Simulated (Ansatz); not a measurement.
BH2S2F: several calculations on one system

## 1. Relaxation

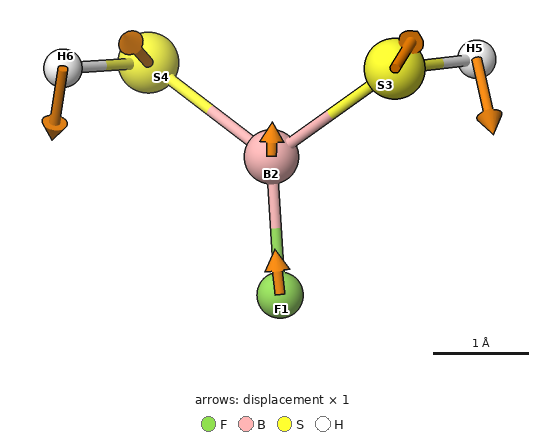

This is a relaxation of BH2S2F. The starting structure is drawn; orange arrows show the displacements, at their true length. The two geometries are superimposed by the best rigid fit.

Style: ball-and-stick. Shown face on.

The run prepares an end point of a later path (torsion) calculation, from a guessed geometry.

Level of theory: RKS PBE-D4/def2-SVP (Ansatz 0.2.0). (no spin polarisation; force threshold 0.015 eV/Å; at most 40 steps)

Q: What did the optimiser do to the structure, and how much energy did it gain?

A: The energy falls by 141.0 kJ/mol in 12 geometry steps. Largest force component: 2.9 eV/Å at the start, 0.01 eV/Å at the end. The largest moves after the best rigid fit, 0.95 Å, are those of H5 and H6. Largest moves by element: H 0.95 Å, S 0.83 Å, F 0.50 Å, B 0.38 Å. Near-neighbour distances that change, for instance: F1–B2 1.460 → 1.342 Å, S4–H6 1.437 → 1.362 Å, S3–H5 1.428 → 1.363 Å, B2–S3 1.855 → 1.818 Å. Among the angles between lasting bonds that change: F1–B2–S4 124.0° → 120.7°, F1–B2–S3 118.6° → 120.7°. Groups turn about B2–S3 by about 90°, B2–S4 by about 90°.

## 2. Relaxation

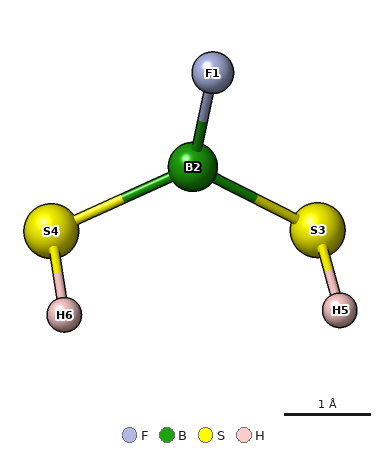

Starting structure of BH2S2F. The picture is a ball-and-stick view, seen at a tilt.

The run prepares an end point of a later path (torsion) calculation, from a guessed geometry.

The calculation used RKS PBE-D4/def2-SVP (Ansatz).

The input:
```yaml
crystal:
  periodic: [false, false, false]
  atoms:
    - { symbol: F, position_ang: [-0.5857, -1.0438, 1.4252] }
    - { symbol: B, position_ang: [-0.1461, -0.2226, 0.3004] }
    - { symbol: S, position_ang: [1.6015, 0.4003, 0.2845] }
    - { symbol: S, position_ang: [-1.2041, 0.1879, -1.1485] }
    - { symbol: H, position_ang: [2.0924, -0.7711, -0.3677] }
    - { symbol: H, position_ang: [-0.78683, -0.97272, -1.88646] }
basis:
  gaussian: { orbitals: def2-SVP }
hamiltonian:
  xc: pbe
  dispersion: d4
relax:
  f_tol: 0.015
  max_steps: 40
```

Command:
```bash
ansatz run input.yaml --threads 1 --pin off --max-ram 2048MiB --backend cpu --events-out ev --progress --plain --runs-dir out
```

Predict the outcome.

After 11 geometry steps the energy has fallen by 1.436 eV. The largest force component goes from 2.9 to 0.0091 eV/Å. The atom that moves furthest after the best rigid fit is H5 (0.73 Å). By element the largest moves are H 0.73 Å, S 0.72 Å, F 0.69 Å, B 0.22 Å. Near-neighbour distances that change, for instance: F1–B2 1.460 → 1.339 Å, S4–H6 1.437 → 1.360 Å, S3–H5 1.428 → 1.360 Å, B2–S3 1.855 → 1.822 Å. Bond angles that change, for instance: S3–B2–S4 117.4° → 128.5°, F1–B2–S4 124.0° → 115.8°, B2–S3–H5 93.0° → 97.0°. Groups turn about B2–S3 by about 90°, B2–S4 by about 90°. The run took about 24 core-seconds on a shared host.

Final geometry:

```xyz
6

F    -0.7770   -0.4094    1.6160
B    -0.1704   -0.4059    0.4218
S     1.6472   -0.2901    0.4578
S    -1.2710   -0.5169   -1.0255
H     1.8414   -0.3284   -0.8875
H    -0.2990   -0.4713   -1.9751
```

The end point in the same view:

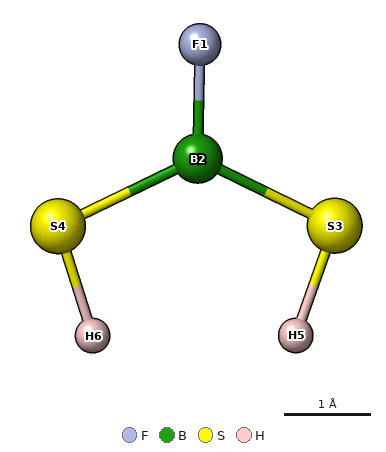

## 3. Path

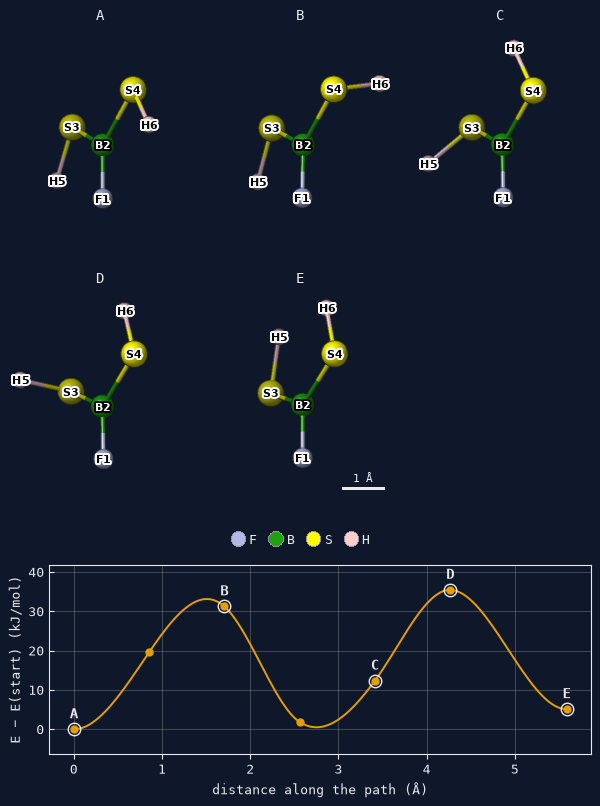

NEB run on BH2S2F. Images are numbered from 0 (start) to 6 (end). Frames A to E are images 0, 2, 4, 5, 6. A ball-and-stick model, seen from a free direction.

The calculation used RKS PBE-D4/def2-SVP in Ansatz. Run with 5 movable images; climbing image; force threshold 0.05 eV/Å; iteration limit 60; starting path through a guess of the saddle point.

Question: Read off the barrier and say what moves.

Answer: Forward barrier 35.5 kJ/mol, backward barrier 30.4 kJ/mol, with image 5 at the top; the reaction energy is +5.1 kJ/mol. The profile has 2 maxima (images 2, 5) with a dip at image 3 (+1.9 kJ/mol), so the process runs in steps. The path has more than one stage, and so few images may leave a stage unresolved. No bond forms or breaks between the ends. Bond angles that change up to the highest image, for instance: S3–B2–S4 118.5° → 124.1°, F1–B2–S4 120.7° → 116.1°. The band converged in 18 iterations. The largest component of the band force went from 290 to 0.024 eV/Å. The climbing image converged on the top of the path. Its vibrational analysis gives one imaginary mode (341i cm⁻¹), as a transition state must have.
